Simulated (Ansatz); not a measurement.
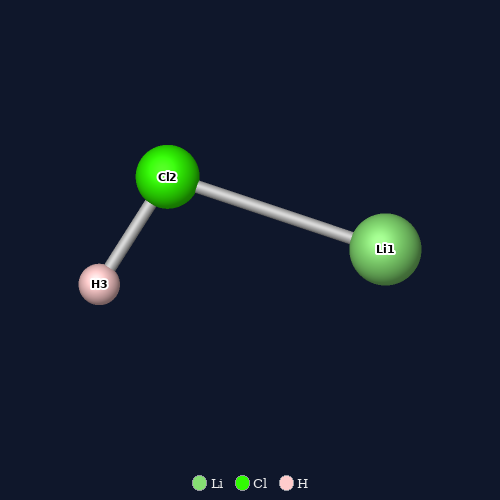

The system is ClHLi, charge +1; the picture shows the reference structure. Coordinates scanned: (1) separation of Cl2 and Li1 along their line in the relaxed pair; (2) sideways slip of Li1. Nothing is relaxed (both partners rigid). The scan uses a 15 × 15 grid. Points are written as (first, second). All energies are given in kJ/mol relative to the lowest grid point. These are results of RKS PBE0-D4/def2-TZVPD in Ansatz 0.2.0, not measurements.

Its coordinates:

```yaml
atoms:
  - { symbol: Li, position_ang: [0.0842, -0.1577, -1.6995] }
  - { symbol: Cl, position_ang: [-0.2933, 0.5489, 0.4865] }
  - { symbol: H, position_ang: [0.2091, -0.3912, 1.2130] }
```

Range: separation of Cl2 and Li1 along their line in the relaxed pair from 1.956 to 4.556 Å; sideways slip of Li1 from −1.500 to 1.500 Å.

### What landscape does the calculation give?

The lowest grid point is at (2.406 Å, 0.000 Å). No other kind of well shows on this grid. The highest grid point, (4.556 Å, 1.500 Å), lies 61.2 kJ/mol above the lowest. Round the minimum the two coordinates are nearly uncoupled.

```
second ↓, first →  1.956  2.020  2.126  2.256  2.406  2.571  2.750  2.941  3.143  3.356  3.579  3.811  4.051  4.299  4.556
            1.500   28.7   28.0   27.8   28.6   30.1   32.5   36.1   40.2   44.3   48.2   51.7   54.7   57.3   59.4   61.2
            1.286   22.2   20.9   20.1   21.0   23.3   26.3   30.3   35.3   40.2   44.9   49.0   52.6   55.6   58.1   60.1
            1.071   18.5   15.8   13.7   14.0   16.6   20.5   24.9   30.5   36.3   41.7   46.5   50.6   54.0   56.8   59.1
            0.857   18.3   13.6    9.3    8.3   10.6   15.1   20.3   26.2   32.8   38.9   44.3   48.8   52.6   55.7   58.3
            0.643   21.4   14.1    7.0    4.2    5.9   10.6   16.5   22.7   29.8   36.5   42.4   47.3   51.4   54.8   57.5
            0.429   26.3   16.3    6.3    1.7    2.5    7.2   13.6   20.1   27.6   34.7   40.9   46.1   50.4   54.0   56.8
            0.214   30.6   18.7    6.5    0.4    0.6    5.2   11.8   18.5   26.1   33.5   39.9   45.3   49.7   53.4   56.3
            0.000   32.0   19.4    6.6    0.1    0.0    4.5   11.2   18.0   25.6   32.9   39.4   44.8   49.3   53.0   56.0
           −0.214   29.5   17.9    6.1    0.3    0.6    5.2   11.8   18.4   25.9   33.1   39.4   44.8   49.2   52.9   55.8
           −0.429   24.1   14.7    5.5    1.4    2.5    7.2   13.4   19.8   27.0   33.9   39.9   45.1   49.4   52.9   55.8
           −0.643   18.1   11.6    5.5    3.4    5.4   10.3   16.0   22.0   28.8   35.2   40.9   45.7   49.8   53.2   56.0
           −0.857   13.7    9.9    6.8    6.7    9.5   14.1   19.2   24.9   31.1   37.0   42.2   46.6   50.4   53.6   56.2
           −1.071   12.4   10.8    9.9   11.2   14.3   18.5   22.9   28.3   33.9   39.1   43.7   47.8   51.2   54.1   56.6
           −1.286   14.3   14.0   14.6   16.5   19.6   22.9   27.0   31.9   36.8   41.3   45.4   49.0   52.1   54.8   57.1
           −1.500   18.5   19.0   20.2   22.2   24.6   27.5   31.4   35.6   39.8   43.7   47.2   50.4   53.1   55.5   57.6
```

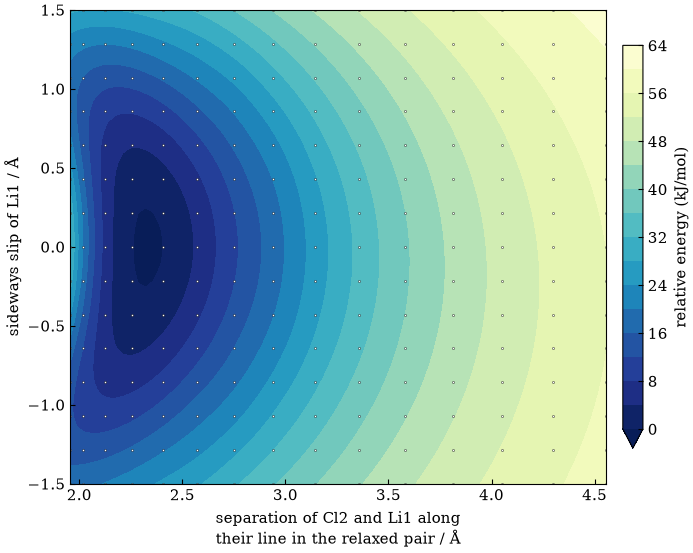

The picture shows filled contours, dots at the grid points. Between grid points the surface is interpolated.

Each point was launched as `ansatz run input.yaml --threads 1 --pin off --max-ram 2560MiB --backend cpu --events-out ev --progress --plain --runs-dir out`. The whole map (225 points run) took 4.2 min on 1 thread of Arm Neoverse V1, on a shared host.
